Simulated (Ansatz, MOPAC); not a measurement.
**How methods differ on GaBr (SMILES [Ga][Br])**

GaBr, singlet, SMILES `[Ga][Br]`. Each level relaxes the structure for itself.

Quantity: the equilibrium bond length, in Å. The values are calculated.

```csv
level,kind,program,value (Å)
AM1,semi-empirical,MOPAC,2.195
MNDO,semi-empirical,MOPAC,2.143
PM6-D3H4,semi-empirical,MOPAC,2.354
PM7-HH,semi-empirical,MOPAC,2.428
HF/ANO-RCC-MB (sfX2C),Hartree–Fock,Ansatz,2.547
HF/STO-3G,Hartree–Fock,Ansatz,2.055
HF/ANO-RCC-VDZ (sfX2C),Hartree–Fock,Ansatz,2.518
HF/3-21G,Hartree–Fock,Ansatz,2.443
HF/ANO-RCC-VDZP (sfX2C),Hartree–Fock,Ansatz,2.424
HF/6-31G* (Cartesian functions),Hartree–Fock,Ansatz,2.409
```

All-electron rows without a relativistic Hamiltonian named are non-relativistic. The values span 2.055 to 2.547 Å.

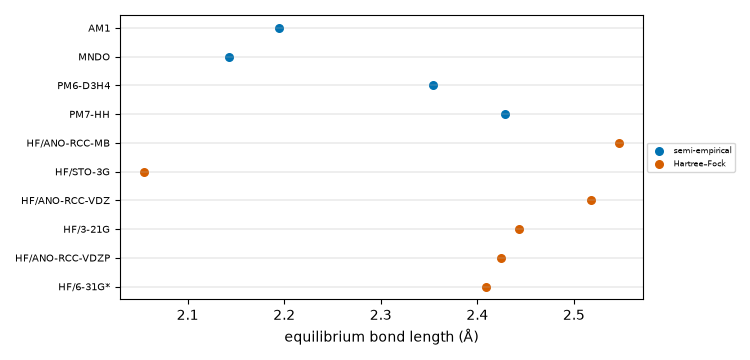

The values of the table, level by level.
